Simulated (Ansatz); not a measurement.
# La3TlC (Pm-3m): following an unstable mode, part 2 of 2

Which phase does La3TlC (Pm-3m) fall into along its unstable mode, and how much energy does it gain?

Ansatz 0.2.0; DFT PBEsol, scalar-relativistic, plane waves, PAW; PAW set soft_1.

So far, highest frequency on the path or at a solved wavevector (cm⁻¹): step 2 (the dispersion) 384. Also lowest frequency on the path (cm⁻¹): step 2 -151.

### 6. Relaxation from the frozen mode

Starting from the lowest point found, all atoms and the cell are let go, so that strain and other modes of the same symmetry can join in.

input.yaml reads:

```yaml
crystal:
  lattice:
    - [5.1631067513, 0.0, 0.0]
    - [0.0, 5.1631067513, 0.0]
    - [0.0, 0.0, 5.1631067513]
  atoms:
    - { symbol: La, position: [0.5, 0.0009008756, 0.5] }
    - { symbol: La, position: [0.0, 0.5005492147, 0.5] }
    - { symbol: La, position: [0.5, 0.5005492147, 0.0] }
    - { symbol: Tl, position: [0.0, 0.0002347067, 0.0] }
    - { symbol: C, position: [0.5, 0.4728845428, 0.5] }
kpoints:
  mp_grid: { grid: [8, 8, 8] }
hamiltonian:
  xc: pbesol
  pseudopotentials: { kind: paw, azcp: { folder: soft_1 }, xc_functional: pbe }
scf:
  occupations: { method: methfessel_paxton, width: 0.2 }
output:
  forces: true
  stress: true
  eigenvalues: true
relax:
  adjacent_minimum: "off"
  f_tol: 0.002
  max_steps: 120
  cell: { stress_tol: 0.03 }
```

On the command line:

```bash
$ ansatz run input.yaml --threads 4 --pin off --max-ram 10240MiB --backend cpu --events-out ev --progress --plain --runs-dir out
```

Numbers of over 12 decimals in the logs are rounded to 6 here.

The program printed:

```text
[...]
Crystal: 5 atoms, lattice volume = 137.636 Å³
Basis set: ecut = 420 eV, 2721 PW (Γ), exchange–correlation on 72×72×72 points (8 copies of the dense FFT grid, shifted against one another)
Bands: 30, of which v1, the nominal top of the filled ones, is band 25 counted from 1 (24 counted from 0)
Symmetry: 8 space group operations
[...]
k-points: 75 of 512 (time reversal used)
[...]
SCF iter   1: F=—  HF=-30032.678802 eV  |F-HF|=—  |Δ(HF+E_count)|=         —  Δρ=5.18e-2  dr2=1.15e1  ethr=3.10e-3  ⟨swp⟩=4.8  Hψ=9553  notcnv=0
[...]
SCF iter   9: F=-30030.228172 eV  HF=-30030.228172 eV  |F-HF|=3.01e-8  |Δ(HF+E_count)|=   2.05e-8  S|Δr|=    0.00e0  Δρ=4.13e-6  dr2=4.99e-8  ethr=2.00e-10  ⟨swp⟩=11.2  Hψ=13600  notcnv=0
SCF 1 converged in 9 iterations: F = -30030.228172 eV  dr2 = 4.99e-8
[...]
relax step   1: F+E_penalty+E_count = -30030.22817239 eV  Δ(F+E_penalty+E_count) = +0.000e0 eV  max|allowed force component| = 5.266e-2 eV/Å  Δτ_max = 0.0000 Å  P = +0.036 GPa  Ω = 137.636 Å³  (9 SCF iters, dr2 threshold 1.00e-7 eV, accepted)
Crystal: 5 atoms, lattice volume = 137.731 Å³
Basis set: ecut = 420 eV, 2681 PW (Γ), exchange–correlation on 72×72×72 points (8 copies of the dense FFT grid, shifted against one another)
[...]
SCF iter   6: F=-30030.233762 eV  HF=-30030.233762 eV  |F-HF|=2.24e-8  |Δ(HF+E_count)|=   3.42e-7  S|Δr|=    0.00e0  Δρ=5.92e-6  dr2=7.11e-8  ethr=1.00e-9  ⟨swp⟩=10.3  Hψ=14377  notcnv=0
SCF 2 converged in 6 iterations: F = -30030.233762 eV  dr2 = 7.11e-8
[...]
relax step   2: F+E_penalty+E_count = -30030.23376193 eV  Δ(F+E_penalty+E_count) = -5.590e-3 eV  max|allowed force component| = 2.050e-1 eV/Å  Δτ_max = 0.0201 Å  P = -0.115 GPa  Ω = 137.731 Å³  energy of the carried Pulay correction = -1.678e-5 eV  (6 SCF iters, dr2 threshold 5.00e-7 eV, accepted)
Crystal: 5 atoms, lattice volume = 137.874 Å³
[...]
SCF iter   6: F=-30030.233953 eV  HF=-30030.233954 eV  |F-HF|=4.21e-8  |Δ(HF+E_count)|=   4.17e-8  S|Δr|=    0.00e0  Δρ=4.88e-6  dr2=7.57e-8  ethr=1.00e-9  ⟨swp⟩=9.7  Hψ=12593  notcnv=0
SCF 3 converged in 6 iterations: F = -30030.233953 eV  dr2 = 7.57e-8
relax step   3: F+E_penalty+E_count = -30030.23395349 eV  Δ(F+E_penalty+E_count) = -1.916e-4 eV  max|allowed force component| = 1.473e-1 eV/Å  Δτ_max = 0.0266 Å  P = -0.039 GPa  Ω = 137.874 Å³  energy of the carried Pulay correction = -4.216e-5 eV  (6 SCF iters, dr2 threshold 5.00e-7 eV, accepted)
[...]
relax step   4: F+E_penalty+E_count = -30030.23618586 eV  Δ(F+E_penalty+E_count) = -2.232e-3 eV  max|allowed force component| = 1.094e-1 eV/Å  Δτ_max = 0.0104 Å  P = -0.040 GPa  Ω = 137.733 Å³  energy of the carried Pulay correction = -1.715e-5 eV  (5 SCF iters, dr2 threshold 5.00e-7 eV, accepted)
[...]
relax step   5: F+E_penalty+E_count = -30030.23915164 eV  Δ(F+E_penalty+E_count) = -2.966e-3 eV  max|allowed force component| = 3.204e-3 eV/Å  Δτ_max = 0.0409 Å  P = -0.138 GPa  Ω = 137.956 Å³  energy of the carried Pulay correction = -5.671e-5 eV  (6 SCF iters, dr2 threshold 5.00e-7 eV, accepted)
[...]
relax step   6: F+E_penalty+E_count = -30030.23932479 eV  Δ(F+E_penalty+E_count) = -1.732e-4 eV  max|allowed force component| = 1.609e-3 eV/Å  Δτ_max = 0.0002 Å  P = -0.037 GPa  Ω = 137.720 Å³  energy of the carried Pulay correction = -1.477e-5 eV  (5 SCF iters, dr2 threshold 5.47e-8 eV, accepted)
[...]
relax step   7: F+E_penalty+E_count = -30030.23935122 eV  Δ(F+E_penalty+E_count) = -2.643e-5 eV  max|allowed force component| = 1.417e-3 eV/Å  Δτ_max = 0.0004 Å  P = -0.001 GPa  Ω = 137.635 Å³  energy of the carried Pulay correction = +2.447e-7 eV  (5 SCF iters, dr2 threshold 4.31e-9 eV, accepted)
[...]
SCF iter   5: F=-30030.239480 eV  HF=-30030.239480 eV  |F-HF|=1.09e-11  |Δ(HF+E_count)|=  7.28e-12  S|Δr|=    0.00e0  Δρ=5.64e-8  dr2=9.78e-12  ethr=1.00e-12  ⟨swp⟩=6.1  Hψ=11835  notcnv=0
SCF 8 converged in 5 iterations: F = -30030.239480 eV  dr2 = 9.78e-12
relax step   8: F+E_penalty+E_count = -30030.23948018 eV  Δ(F+E_penalty+E_count) = -1.290e-4 eV  max|allowed force component| = 1.419e-3 eV/Å  Δτ_max = 0.0000 Å  P = -0.000 GPa  Ω = 137.635 Å³  stress off target by 9.81e-3 GPa  SCF on the basis re-selected at this cell (its energy is not comparable with the rows above)  (5 SCF iters)
basis re-selected at this cell: Δ(F+E_penalty+E_count) = -1.290e-4 eV, ΔP = +0.001 GPa vs the last step (what re-selecting the basis moved, of the pressure what is left beyond the Pulay correction that the steps carried, after the strain that the cell walked since its last selection, with what the two solves' SCF thresholds leave and, on support functions, any second-order correction that the steps lacked; it is no m [...]
SCF converged after 5 iterations
[...]
Free energy (F): -30030.239480 eV
[...]
Internal energy: -30030.243922 eV  (E = F + TS)
E sigma→0 (E₀):  -30030.240591 eV
Entropy (-TS):   0.004441 eV (0.888 meV/atom)
Fermi energy:    11.243321 eV
Step filling:    the computed levels leave a gap of 0.0032 eV = 0.0 smearing widths at the electron count; against every level under it full and every level over it empty, smearing changes F+E_penalty+E_count by -0.704 meV and its σ→0 estimate by -1.814 meV
[...]
--- Forces (eV/Å), atoms counted from 1 ---
  atom   1  La    -0.00000000    -0.00047504     0.00000000
  atom   2  La    -0.00000000    -0.00052000    -0.00000000
  atom   3  La    -0.00000000    -0.00052000    -0.00000000
  atom   4  Tl     0.00000000     0.00141877     0.00000000
  atom   5  C     -0.00000000     0.00009661    -0.00000000
  max |Σ_I F_I| component: 3.39e-7 eV/Å
--- Stress (GPa, compression-positive) ---
       -0.005620       0.000000      -0.000000
        0.000000       0.009811       0.000000
       -0.000000       0.000000      -0.005620
  P = ⅓ Tr σ = -0.0005 GPa (-0.005 kbar)
--- Band table (eV; the first three rows and the last of 75) ---
  k-point 0: bands = [... 21 lower, 10.6451, 10.7058, 10.7826, 11.0708, 11.6594, 11.6594, 12.2046, 12.3386, ... 1 higher]
  k-point 1: bands = [... 21 lower, 10.5553, 10.7584, 10.8247, 11.1005, 11.3600, 11.6723, 12.0915, 12.2057, ... 1 higher]
  k-point 2: bands = [... 21 lower, 10.2849, 10.7727, 10.8395, 11.0949, 11.2273, 11.5693, 12.1126, 12.3666, ... 1 higher]
  k-point 74: bands = [... 21 lower, 8.1307, 11.6473, 11.6473, 11.6563, 12.5047, 12.5047, 12.7617, 12.7617, ... 1 higher]
--- Relaxed structure (7 steps of the walk, 7 accepted, 1 SCFs on fresh bases) ---
  F+E_penalty+E_count = -30030.23948018 eV   max|allowed force component| = 1.419e-3 eV/Å   (the final SCF, on the basis selected at the relaxed cell)
  cell:  # Å, volume = 137.6350 Å³
    - [5.111505, 0, 0]
    - [0, 5.267826, 0.0]
    - [0, 0.0, 5.111505]
  atoms:
    - { symbol: La, position: [0.500000, 0.00390733, 0.500000] }
    - { symbol: La, position: [0, 0.504031, 0.500000] }
    - { symbol: La, position: [0.500000, 0.504031, 0.0] }
    - { symbol: Tl, position: [0, 0.0025561, 0] }
    - { symbol: C, position: [0.500000, 0.460593, 0.500000] }
```

The job ended after 84 s (4 threads of Arm Neoverse V1, shared host; peak memory 0.62 GiB; 5.5 min of CPU time).

The steps of the relaxation:

| step | energy less that of the first step (eV) | largest force component (eV/Å) | pressure (GPa) | volume (Å³) |
| --- | --- | --- | --- | --- |
| 1 | 0.0000 | 0.0527 | 0.04 | 137.64 |
| 2 | -0.0056 | 0.2050 | -0.11 | 137.73 |
| 3 | -0.0058 | 0.1473 | -0.04 | 137.87 |
| 4 | -0.0080 | 0.1094 | -0.04 | 137.73 |
| 5 | -0.0110 | 0.0032 | -0.14 | 137.96 |
| 6 | -0.0112 | 0.0016 | -0.04 | 137.72 |
| 7 | -0.0112 | 0.0014 | 0.00 | 137.64 |
| 8* | -0.0113 | 0.0014 | 0.00 | 137.64 |

Relaxation steps marked * repeat the geometry before them on a plane-wave basis chosen anew for their cell, so energy and pressure can jump there.

The run keeps the 8 symmetry operations that it works with, so distortions that break them were not tested.

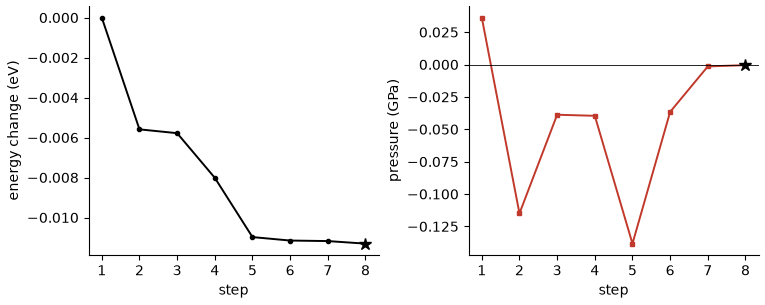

Energy and pressure along the relaxation. Stars mark steps on a basis chosen anew.

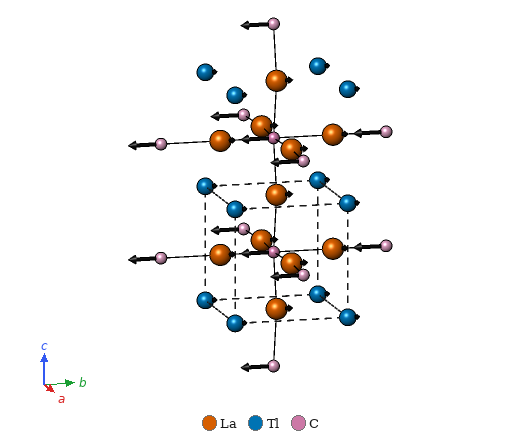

Displacements in the relaxation, exaggerated, measured against the changing cell; the longest in the cell stands for 0.06 Å. 1×1×2 cells are drawn. Some periodic images of atoms are drawn too.

| conventional cell, symmetrised | before | after | change |
| --- | --- | --- | --- |
| a (Å) | 5.163 | 5.112 | -1.0 % |
| b (Å) | 5.163 | 5.112 | -1.0 % |
| c (Å) | 5.163 | 5.268 | +2.0 % |
| volume (Å³/atom) | 27.53 | 27.53 | -0.0 % |

The atoms that moved most (Å, as changes of fractional coordinates times the final cell):

| atom | dx | dy | dz | length |
| --- | --- | --- | --- | --- |
| C5 | 0.000 | -0.065 | 0.000 | 0.065 |
| La2 | 0.000 | 0.018 | 0.000 | 0.018 |
| La3 | 0.000 | 0.018 | 0.000 | 0.018 |
| La1 | 0.000 | 0.016 | 0.000 | 0.016 |
| Tl4 | 0.000 | 0.012 | 0.000 | 0.012 |

The relaxed structure:

```xyz
5
Lattice="5.1115 0.0000 0.0000 0.0000 5.2678 0.0000 0.0000 0.0000 5.1115" Properties=species:S:1:pos:R:3 pbc="T T T"
La    2.5558    0.0206    2.5558
La    0.0000    2.6551    2.5558
La    2.5558    2.6551    0.0000
Tl    0.0000    0.0135    0.0000
C     2.5558    2.4263    2.5558
```

Numbers from this step:

| Item | Value |
| --- | --- |
| pressure | -4.76e-4 GPa |

The distorted start has space group P4mm; the relaxation ends in P4mm.

### 7. The new phase in its own primitive cell

The relaxed structure is symmetrised, reduced to its primitive cell and relaxed tightly, as its phonons need.

input.yaml, the sections that differ from step 6:

```yaml
crystal:
  lattice:
    - [5.1115046796, 0.0, 0.0]
    - [0.0, 5.1115046796, 0.0]
    - [0.0, 0.0, 5.2678262336]
  atoms:
    - { symbol: La, position: [0.5, 0.5, 0.9960926654] }
    - { symbol: La, position: [0.0, 0.5, 0.4959690866] }
    - { symbol: La, position: [0.5, 0.0, 0.4959690866] }
    - { symbol: Tl, position: [0.0, 0.0, 0.9974438951] }
    - { symbol: C, position: [0.5, 0.5, 0.5394067118] }
relax:
  adjacent_minimum: "off"
  f_tol: 0.001
  max_steps: 60
  cell: { stress_tol: 0.01 }
# kpoints, hamiltonian, scf, output: as in step 6
```

The program printed:

```text
[...]
Crystal: 5 atoms, lattice volume = 137.635 Å³
Basis set: ecut = 420 eV, 2657 PW (Γ), exchange–correlation on 72×72×72 points (8 copies of the dense FFT grid, shifted against one another)
Bands: 30, of which v1, the nominal top of the filled ones, is band 25 counted from 1 (24 counted from 0)
Symmetry: 8 space group operations
[...]
k-points: 75 of 512 (time reversal used)
[...]
--- Relaxed structure (4 steps of the walk, 3 accepted, 1 SCFs on fresh bases) ---
[...]
cell:  # Å, volume = 137.6334 Å³
    - [5.111075, 0, 0]
    - [0, 5.111075, 0.0]
    - [0, 0.0, 5.268648]
  atoms:
    - { symbol: La, position: [0.5, 0.5, 0.996099] }
    - { symbol: La, position: [0, 0.5, 0.495985] }
    - { symbol: La, position: [0.5, 0, 0.495985] }
    - { symbol: Tl, position: [0, 0, 0.997333] }
    - { symbol: C, position: [0.5, 0.5, 0.539479] }
[key lines of the parts left out:]
SCF converged after 6 iterations
Free energy (F): -30030.239483 eV
Fermi energy:    11.243596 eV
P = ⅓ Tr σ = -0.0003 GPa (-0.003 kbar)
```

It took 52 s on 4 threads; peak memory 0.61 GiB.

Little changed from the start: no atom moved by 0.005 Å and no cell edge by 0.1 %.

This step gave:

| Property | Result |
| --- | --- |
| pressure | -3.25e-4 GPa |

The largest force component left is 0.73 meV/Å and the pressure is 0.000 GPa, within the tolerances set. The cell now holds 27.53 Å³/atom.

### 8. Modes of the new phase

A relaxed structure may still be a saddle point, so its zone-centre modes are computed. No field response is asked, since the mesh shows no gap.

input.yaml, the sections that differ from step 7:

```yaml
crystal:
  lattice:
    - [5.1110750209, 0.0, 0.0]
    - [0.0, 5.1110750209, 0.0]
    - [0.0, 0.0, 5.2686484359]
  atoms:
    - { symbol: La, position: [0.5, 0.5, 0.9960994092] }
    - { symbol: La, position: [0.0, 0.5, 0.4959852884] }
    - { symbol: La, position: [0.5, 0.0, 0.4959852884] }
    - { symbol: Tl, position: [0.0, 0.0, 0.9973328805] }
    - { symbol: C, position: [0.5, 0.5, 0.539478579] }
output:
  eigenvalues: true
phonons:
  method: dfpt
# kpoints, hamiltonian, scf: as in step 7
# relax: removed
```

The program printed:

```text
zone centre: on kpoints.mp_grid the ground state, and the responses unless they are solved on pairs of k-points, stand on 125 of the mesh's 512 k-points, reduced under 4 symmetry operations, with k and −k counted as one. Each operation leaves every solved displacement unchanged or reverses it
[...]
Crystal: 5 atoms, lattice volume = 137.633 Å³
Basis set: ecut = 420 eV, 2657 PW (Γ), exchange–correlation on 72×72×72 points (8 copies of the dense FFT grid, shifted against one another)
Bands: 30, of which v1, the nominal top of the filled ones, is band 25 counted from 1 (24 counted from 0)
Symmetry: 8 space group operations
k-points: 125 of 512 (irreducible under 4 space group operations, time reversal used)
[...]
SCF iter   1: F=—  HF=-30032.624637 eV  |F-HF|=—  |Δ(HF+E_count)|=         —  Δρ=5.20e-2  dr2=1.14e1  ethr=3.10e-3  ⟨swp⟩=4.8  Hψ=15989  notcnv=0
[...]
SCF iter  13: F=-30030.239483 eV  HF=-30030.239483 eV  |F-HF|=1.09e-11  |Δ(HF+E_count)|=  7.28e-12  S|Δr|=    0.00e0  Δρ=1.78e-8  dr2=7.54e-13  ethr=1.00e-12  ⟨swp⟩=18.8  Hψ=27026  notcnv=0
SCF 1 converged in 13 iterations: F = -30030.239483 eV  dr2 = 7.54e-13
[...]
DFPT response loops at Γ: preconditioner auto → Kerker (q_TF=auto, 2.305 Å⁻¹) (partly filled bands, converged f_vac=0.000); β = 1.00, the filter's whole step (`scf.mixing.beta` (0.50) is not read by the response loops under this deck's `scf.mixing.preconditioner`; to damp them name `kerker` or `kerker_dos`, under which they read `scf.mixing.beta`, and type it under 1.00, their step now; both keys bind the ground state too); Broyden in place of MSR1
SCF converged after 13 iterations
[...]
Free energy (F): -30030.239483 eV
[...]
Internal energy: -30030.243951 eV  (E = F + TS)
E sigma→0 (E₀):  -30030.240600 eV
Entropy (-TS):   0.004468 eV (0.894 meV/atom)
Fermi energy:    11.243596 eV
[...]
--- Band table (eV; the first three rows and the last of 125) ---
  k-point 0: bands = [... 21 lower, 10.6448, 10.7060, 10.7832, 11.0696, 11.6607, 11.6607, 12.2041, 12.3391, ... 6 higher]
  k-point 1: bands = [... 21 lower, 10.4300, 10.7150, 10.7296, 10.9132, 11.6224, 11.6224, 12.0327, 12.3249, ... 6 higher]
  k-point 2: bands = [... 21 lower, 10.3962, 10.3962, 10.7906, 11.2806, 11.4336, 11.4336, 12.0676, 12.4596, ... 6 higher]
  k-point 124: bands = [... 21 lower, 8.1308, 11.6475, 11.6475, 11.6565, 12.5036, 12.5036, 12.7615, 12.7615, ... 6 higher]
--- Phonons (Γ-DFPT): 9 representative perturbations + reference, on 125 of 512 k-points (Σ response iterations 31) ---
  k mesh reduced under 4 symmetry operations, with k and −k counted as one. Each operation leaves every solved displacement unchanged or reverses it
  ASR residual: 3.097e-5 → 0.000e0 eV/Å²; symmetrization residual: 4.290e-6 eV/Å²
  ASR residual per site (eV/Å²): 6.28e-6 2.94e-5 2.94e-5 1.48e-6 3.10e-5
[...]
non-analytic LO–TO correction: not included (Born effective charges unavailable; polar crystals: no LO–TO splitting at Γ)
```

Run time: 3.6 min. Hardware: 4 threads; peak memory 2.5 GiB; 14 min of CPU time.

Numbers from this step:

```yaml
sum_rule_residual_before_enforcement: 3.10e-5 eV/Å²
point_group: 4mm
highest_optical_mode_at_the_zone_centre_no_lo_to_term: 340.6 cm⁻¹
lowest_optical_zone_centre_mode: -24 cm⁻¹
```

Patterns of degenerate modes are one choice out of their space. The modes at Γ (shares of kinetic energy by element, %) (negative means imaginary):

| mode | frequency (cm⁻¹) | symmetry | La % | Tl % | C % |
| --- | --- | --- | --- | --- | --- |
| 1 | -24.0 | E | 99 | 0 | 1 |
| 2 | -24.0 | E | 99 | 0 | 1 |
| 3 | 0.0 | acoustic | 66 | 32 | 2 |
| 4 | 0.0 | acoustic | 66 | 32 | 2 |
| 5 | 0.0 | acoustic | 66 | 32 | 2 |
| 6 | 36.3 | B1 | 100 | 0 | 0 |
| 7 | 58.4 | A1 | 32 | 68 | 1 |
| 8 | 59.2 | E | 32 | 67 | 1 |
| 9 | 59.2 | E | 32 | 67 | 1 |
| 10 | 127.2 | E | 90 | 0 | 10 |
| 11 | 127.2 | E | 90 | 0 | 10 |
| 12 | 133.6 | A1 | 99 | 0 | 1 |
| 13 | 171.4 | E | 14 | 0 | 86 |
| 14 | 171.4 | E | 14 | 0 | 86 |
| 15 | 340.6 | A1 | 4 | 0 | 96 |

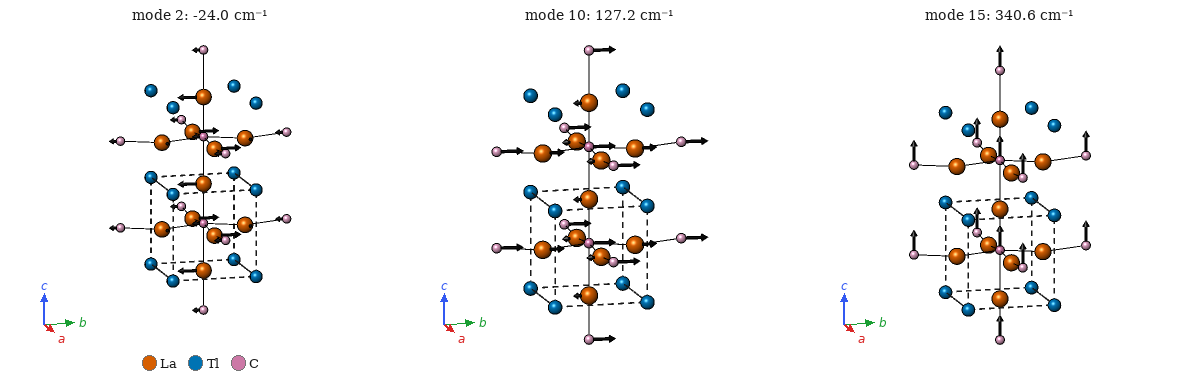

Displacement patterns of modes 2, 10 and 15 at Γ; arrows are exaggerated. 1×1×2 cells are drawn. Some periodic images of atoms are drawn too.

Before it was imposed, the acoustic sum rule was missed by 3.1e-5 eV/Å². Small misses are needed for a sound result but don't prove that mesh and cutoff are converged. The lowest optical mode is imaginary, 24.0i cm⁻¹, so the energy falls along it.

### 9. Results

| Item | Value |
| --- | --- |
| unstable mode of the parent | q = (0, 0, 0), 151i cm⁻¹ |
| depth at the lowest point sampled | 0.826 meV/atom |
| largest atomic shift at that point | 0.14 Å |
| space group reached (within 0.01 Å) | P4mm |
| energy gained over the parent (first relaxation, on the mesh of the frozen mode) | 3.42 meV/atom |
| volume per atom, phase reached | 27.5 Å³ |
| lowest optical zone-centre mode, phase reached | -24.0 cm⁻¹ |
| highest optical mode at the zone centre (no LO-TO term), phase reached | 341 cm⁻¹ |

What this shows: Along this mode the structure falls into P4mm, 3.42 meV/atom below the parent. At the parent's cell the well is 0.826 meV/atom deep on the steps tried, with its lowest point at a shift of 0.14 Å. Relaxing atoms and cell changes the gain by +2.60 meV/atom against the lowest step (energies at zero smearing). Most of the total comes from this relaxation. The new phase still has an imaginary mode at the zone centre of its cell, so it is a saddle point on the way to a lower structure. How so shallow a well moves with the k mesh was not tested. Of the 5 patterns followed to their end from this parent, this one ends 2.53 meV/atom above the lowest, Amm2. Each path keeps the symmetry of its pattern, so a lower phase may lie along a pattern not tried. With no gap, or one that is small against the smearing, the frequencies hang on the k mesh and the smearing, most of all near Kohn anomalies. Spin-orbit coupling is left out, which can matter for the heavy elements here. The PAW files were made for PBE and serve the other functionals too. A phonon run warned that its eigensolver left some bands unconverged in a pass.

[Logs are printed without paths, hosts, clocks, repeated set-up lines and the standing remarks that a program may print on its own settings, such as how far it seeks lower states.]

[Hosts, paths, dates, database ids (printed as entryN), source tags and the programs' standing remarks are cut or masked in the printed files.]
